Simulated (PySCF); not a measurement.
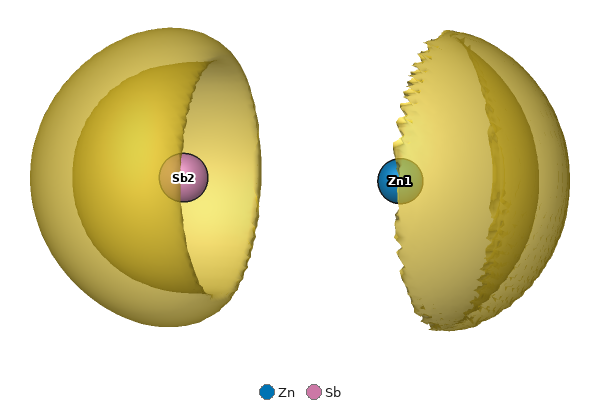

ZnSb (quartet). Isosurface of the electron localisation function at 0.75 (yellow), seen from one side. Only the valence region is drawn (cores and ρ < 0.01 e/Å³ removed).

Core potentials replace the inner electrons of Sb.

Level of theory: PBE0/def2-SVP, non-relativistic Hamiltonian with scalar-relativistic core potentials where named, at a bond length of 2.808 Å in PySCF 2.14.0.

```xyz
2

Zn    0.0000    0.0000   -1.8368
Sb    0.0000    0.0000    0.9712
```

Q: Identify the bonds, lone pairs and shells in this picture.

A: At this value the surface marks out one region wrapped around Sb (its valence shell) and one region wrapped around Zn (its valence shell). Profiles from the grid: Zn–Sb (2.81 Å): the ELF reaches about 0.60 near the midpoint.
